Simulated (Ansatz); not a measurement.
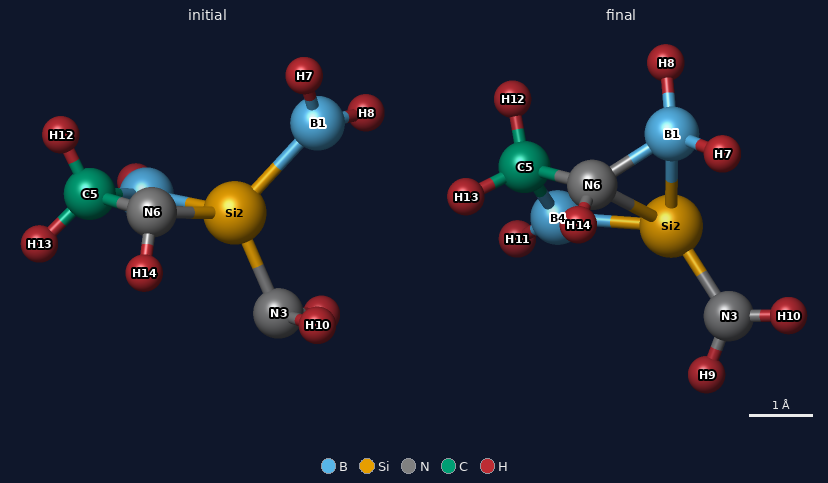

The structure of CH$_{8}$B$_{2}$N$_{2}$Si before (left) and after (right) a relaxation, at one scale.

The picture is a ball-and-stick view, seen face on.

The run prepares an end point of a later path (torsion) calculation, from a guessed geometry.

Level of theory: Ansatz 0.2.0, RKS PBE/6-31G*.

Input
```yaml
crystal:
  periodic: [false, false, false]
  atoms:
    - { symbol: B, position_ang: [0.1049, -2.2067, 0.4115] }
    - { symbol: Si, position_ang: [0.1928, -0.2315, 0.3239] }
    - { symbol: "N", position_ang: [1.1682, 0.5116, 1.5945] }
    - { symbol: B, position_ang: [-1.3524, 0.74, -0.0354] }
    - { symbol: C, position_ang: [-0.6652, 1.0464, -1.4487] }
    - { symbol: "N", position_ang: [0.6219, 0.3879, -1.279] }
    - { symbol: H, position_ang: [0.2655, -2.7977, -0.5731] }
    - { symbol: H, position_ang: [-0.3476, -2.6619, 1.3579] }
    - { symbol: H, position_ang: [0.7833, 0.2438, 2.5631] }
    - { symbol: H, position_ang: [2.1419, 0.0566, 1.5789] }
    - { symbol: H, position_ang: [-2.4685, 0.9678, 0.5114] }
    - { symbol: H, position_ang: [-1.2101, 0.6301, -2.2697] }
    - { symbol: H, position_ang: [-0.588, 2.1777, -1.5818] }
    - { symbol: H, position_ang: [1.3403, 1.1068, -1.1246] }
basis:
  gaussian: { orbitals: "6-31G*" }
hamiltonian:
  xc: pbe
relax:
  f_tol: 0.015
  max_steps: 40
```

Command:
```bash
ansatz run input.yaml --threads 2 --pin off --max-ram 3072MiB --backend cpu --events-out ev --progress --plain --runs-dir out
```

**Describe what moved and what it gained.**

The relaxation stopped without meeting its thresholds, so the last structure isn't shown to be converged. It used up its limit of 40 steps. The largest move after the best rigid fit is that of H8, 2.22 Å. By element the largest moves are H 2.22 Å, B 1.11 Å, Si 0.76 Å, N 0.67 Å, C 0.60 Å. Among the contacts that change: B1–N6 3.140 → 1.517 Å, Si2–N6 1.771 → 2.091 Å, B1–Si2 1.979 → 2.091 Å, Si2–B4 1.860 → 1.965 Å. New bonds form: B1–N6 (3.14 → 1.52 Å). Bond angles that change, for instance: B1–Si2–N6 113.6° → 42.5°, B1–Si2–B4 119.5° → 102.7°, N3–Si2–B4 112.2° → 126.5°. After 36 accepted moves (39 points after the start) the energy has fallen by 2.400 eV. Largest force component: 3.6 eV/Å at the start, 0.054 eV/Å at the end. The line search rejected the trial steps at points 8, 16, 32 of the run. Cost: 56 s on 2 threads of Intel(R) Xeon(R) 6975P-C (Granite Rapids), with other jobs on the host, peak memory 0.17 GiB.
